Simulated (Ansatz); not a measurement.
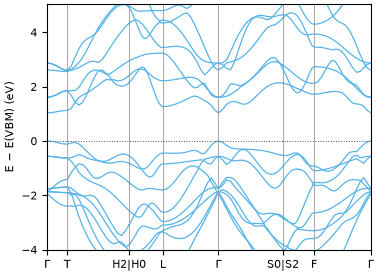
Figure. Band structure from plane-wave PAW r²SCAN+D4 (Ansatz code)

**Question.** Read off the gap and where the band edges lie.

**Answer.** About 1.0 eV (1.03 eV by a search for the band edges); maximum at Γ, minimum at Γ.

**Question.** Which of these materials gives this?
(A) Bi2TeSe2, R-3m (Bi on 6c, Te on 3a, Se on 6c)
(B) MnBr2, R-3m (Mn on 3a, Br on 6c)
(C) GaGeTe, R-3m (Ga on 6c, Ge on 6c, Te on 6c)
(D) Bi2Te2Se, R-3m (Bi on 6c, Te on 6c, Se on 3a)

**Answer.** A, Bi2TeSe2, R-3m (Bi on 6c, Te on 3a, Se on 6c)

The first step of the workflow began from a Materials Project structure, measured or hypothetical; the Crystallography Open Database files this formula in space group No. 166, but the cells were not matched. Whether it is the stable phase at ambient conditions was not checked. Symmetry was held in the r²SCAN+D4 relaxation; its stability against distortions is not shown here. Spin–orbit coupling is left out wherever it is not named.

Potentials: the later of the program's two PAW sets.
